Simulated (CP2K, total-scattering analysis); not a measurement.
## Assigning the peaks of a pair distribution function

The sample: CaAl2Si2O8 (Ca 7.7, Al 15.4, Si 15.4, O 61.5 atom %) at 2300 K, fixed volume, ρ₀ = 0.0718 Å⁻³. The data come from ab initio molecular dynamics with CP2K (PBE, Gaussian and plane waves, DZVP-MOLOPT-SR basis, GTH potentials, 400 Ry, CSVR thermostat, no spin, fixed volume). The average runs over 0.57 ps of 78 atoms, so shells between rare elements are rough. Mean temperature 2183 K, largest m.s.d. 0.69 Å², energy drift -6 meV an atom (last third less first, no steady trend); the first quarter of the run is discarded. Start: last frame of a classical run of this cell at the same density and temperature. So short a stretch relaxes bonds and nearest shells but still remembers its start. It is a melt by its history, in a run too short to show flow.

The totals are in Faber–Ziman form. Below 4 Å⁻¹ the partials are summed on the cell's own reciprocal vectors (from 0.61 Å⁻¹) and folded with a Gaussian of σ = 0.13 Å⁻¹; above it they are transforms of g(r) out to 7.0 Å, tapered over the last 40 %. The fold lowers sharp peaks, and with so few vectors their positions are good to about 0.1 Å⁻¹. X-rays take neutral-atom form factors, neutrons coherent lengths (Ca 4.7, Al 3.449, Si 4.15071, O 5.8037 fm). G(r) = 4πrρ₀[g(r) − 1] carries the resolution of a Lorch-windowed transform up to 20 Å⁻¹. The patterns are simulated, not measured. The cell is small: beyond half the box only the part of each shell inside it is counted, and low-Q values rest on few vectors.

```
Q (Å⁻¹)  X-ray  neutron
    0.6   0.08     0.21
    0.9   0.17     0.23
    1.2   0.35     0.41
    1.5   0.50     0.55
    1.8   0.89     0.66
    2.1   1.13     0.73
    2.4   0.81     0.75
    2.7   0.65     1.04
    3.0   0.78     1.04
    3.3   0.82     0.90
    3.6   0.87     0.83
    3.9   1.01     0.88
    4.2   1.22     1.05
    4.5   1.35     1.20
    4.8   1.27     1.26
    5.1   1.07     1.23
    5.4   0.94     1.09
    5.7   0.89     0.93
    6.0   0.91     0.84
    6.3   0.92     0.83
    6.6   0.91     0.86
    6.9   0.91     0.91
    7.2   0.95     0.99
    7.5   1.02     1.06
    7.8   1.07     1.10
    8.1   1.08     1.09
    8.4   1.08     1.06
    8.7   1.06     1.03
    9.0   1.03     1.01
    9.3   0.99     0.99
    9.6   0.96     0.97
    9.9   0.94     0.96
   10.2   0.95     0.96
   10.5   0.97     0.96
   10.8   0.98     0.98
   11.1   1.00     0.99
   11.4   1.02     1.01
   11.7   1.03     1.03
   12.0   1.03     1.03
```

G(r):

| r (Å) | X-ray | neutron |
| --- | --- | --- |
| 1.0 | -0.91 | -0.90 |
| 1.1 | -0.99 | -0.98 |
| 1.2 | -1.08 | -1.07 |
| 1.3 | -1.15 | -1.16 |
| 1.4 | -0.90 | -0.97 |
| 1.5 | -0.05 | -0.18 |
| 1.6 | 1.11 | 0.91 |
| 1.7 | 1.70 | 1.44 |
| 1.8 | 1.20 | 0.90 |
| 1.9 | 0.20 | -0.11 |
| 2.0 | -0.58 | -0.88 |
| 2.1 | -0.93 | -1.23 |
| 2.2 | -1.02 | -1.24 |
| 2.3 | -1.01 | -1.02 |
| 2.4 | -0.96 | -0.55 |
| 2.5 | -0.87 | 0.05 |
| 2.6 | -0.73 | 0.59 |
| 2.7 | -0.54 | 0.92 |
| 2.8 | -0.28 | 0.91 |
| 2.9 | 0.05 | 0.71 |
| 3.0 | 0.38 | 0.46 |
| 3.1 | 0.60 | 0.21 |
| 3.2 | 0.63 | -0.01 |
| 3.3 | 0.52 | -0.20 |
| 3.4 | 0.36 | -0.31 |
| 3.5 | 0.20 | -0.35 |
| 3.6 | 0.05 | -0.37 |
| 3.7 | -0.07 | -0.38 |
| 3.8 | -0.11 | -0.33 |
| 3.9 | -0.04 | -0.22 |
| 4.0 | 0.13 | -0.07 |
| 4.1 | 0.33 | 0.08 |
| 4.2 | 0.49 | 0.18 |
| 4.3 | 0.56 | 0.22 |
| 4.4 | 0.52 | 0.21 |
| 4.5 | 0.38 | 0.19 |
| 4.6 | 0.19 | 0.19 |
| 4.7 | 0.01 | 0.20 |
| 4.8 | -0.10 | 0.23 |
| 4.9 | -0.17 | 0.27 |
| 5.0 | -0.21 | 0.28 |
| 5.1 | -0.27 | 0.25 |
| 5.2 | -0.33 | 0.18 |
| 5.3 | -0.36 | 0.07 |
| 5.4 | -0.33 | -0.02 |
| 5.5 | -0.26 | -0.09 |
| 5.6 | -0.18 | -0.16 |
| 5.7 | -0.09 | -0.21 |
| 5.8 | 0.05 | -0.19 |
| 5.9 | 0.21 | -0.11 |
| 6.0 | 0.34 | -0.01 |

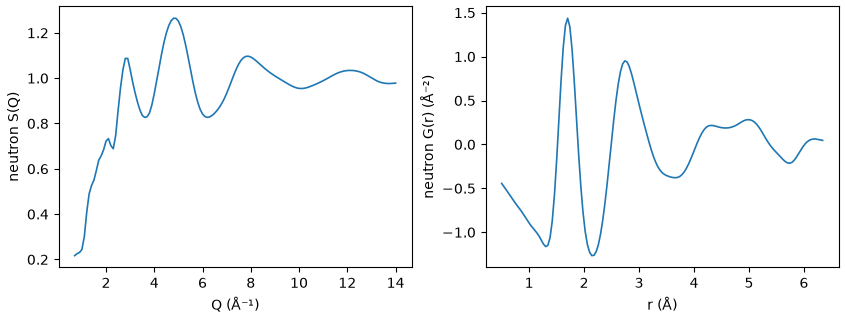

Q: Assign the low-r maxima. Which coordination numbers can be read off, and what are they?

Each pair enters with the weight ci cj fi fj (2 − δij)/⟨f⟩², taking f = Z for X-rays at Q = 0: O–O 0.22 / 0.49; Si–O 0.19 / 0.18; Al–O 0.17 / 0.15; Ca–O 0.13 / 0.10; Al–Si 0.08 / 0.03; Ca–Si 0.06 / 0.02; Ca–Al 0.05 / 0.01; Si–Si 0.04 / 0.02 (X-ray / neutron).

| radiation | maximum (Å) | G (Å⁻²) | pairs that make it (share of the curvature of G, each pair at the same resolution) |
| --- | --- | --- | --- |
| X-ray | 1.70 | 1.70 | Si–O 70 %, Al–O 30 % |
| X-ray | 3.16 | 0.64 | Al–Si 56 %, Si–Si 39 % |
| X-ray | 4.31 | 0.57 | Al–O 34 %, Si–O 32 %, Ca–Si 21 % |
| neutron | 1.70 | 1.44 | Si–O 73 %, Al–O 27 % |
| neutron | 2.75 | 0.95 | O–O 99 % |

The first shell (Si–O, 1.64 Å) shares its range with Al–O (1.75 Å), so its area is a weighted sum. The maxima can be assigned, but 2 totals can't separate 10 partials, so the counts below come from the model itself.

From the coordinates:

| pair | first peak (Å) | g there | first minimum (Å) | g there | neighbours |
| --- | --- | --- | --- | --- | --- |
| Si–O | 1.64 | 11.2 | 2.40 | 0.04 | 4.1 O per Si, 1.0 Si per O |
| Al–O | 1.75 | 7.1 | 2.64 | 0.17 | 4.2 O per Al, 1.1 Al per O |
| Ca–O | 2.26 | 2.5 | 3.22 | 0.78 | 6.4 O per Ca, 0.8 Ca per O |
| O–O | 2.73 | 2.6 | 3.82 | 0.63 | 9.8 |
| Si–Si | 3.14 | 3.9 | 3.72 | 0.12 | 2.0 |
| Al–Al | 3.16 | 2.6 | 3.98 | 0.28 | 2.7 |
| Al–Si | 3.26 | 3.2 | 3.72 | 0.44 | 2.3 Si per Al, 2.3 Al per Si |
| Ca–Al | 3.42 | 2.5 | 4.68 | 0.70 | 5.0 Al per Ca, 2.5 Ca per Al |
| Ca–Si | 3.46 | 2.4 | 4.14 | 1.14 | 3.7 Si per Ca, 1.9 Ca per Si |

Bonded neighbours (only these pairs count: cutoffs Ca–O 3.22 Å, Al–O 2.64 Å, Si–O 2.4 Å): Ca: 3 3.3 %, 4 4.4 %, 5 22 %, 6 20 %, 7 27 %, 8 21 %, 9 2.2 %; Al: 3 1.1 %, 4 74 %, 5 25 %; Si: 3 0.6 %, 4 91 %, 5 8.3 %; O: 2 27 %, 3 59 %, 4 14 %. For Ca–O g doesn't fall to zero at the cutoff, so those shares hang on where it is put. Bridging oxygens per network former of four or fewer bonds: Al: Q3 14 %, Q4 86 %; Si: Q2 0.6 %, Q3 18 %, Q4 82 %. Oxygen by network formers bound (Si, B, P, Ge and Al count): one 7.9 %, two 76 %, three or more 16 %. O–Al–O peak at 98°, O–Si–O peak at 106° and Al–O–Al peak at 118°. These counts come from 15 frames.

Anions around each cation, with the position of the first peak: Ca 6.4 (Ca–O 2.26 Å, to 3.22 Å, a soft count), Al 4.2 (Al–O 1.75 Å, to 2.64 Å) and Si 4.1 (Si–O 1.64 Å, to 2.40 Å). The weights that differ most between the probes (X-ray, neutron): O–O 0.22 and 0.49, Al–Si 0.08 and 0.03 and Ca–Si 0.06 and 0.02. At 2.85 Å⁻¹ neutrons show a peak (1.09) where X-rays give 0.67: term by term, w(S − 1) with f = Z as a rough X-ray weight: O–O +0.64 against +0.28, Al–O -0.23 against -0.28 and Ca–Si -0.02 against -0.06 (neutron against X-ray).

[Logs are printed without paths, hosts, clocks, repeated set-up lines and the standing remarks that a program may print on its own settings, such as how far it seeks lower states.]
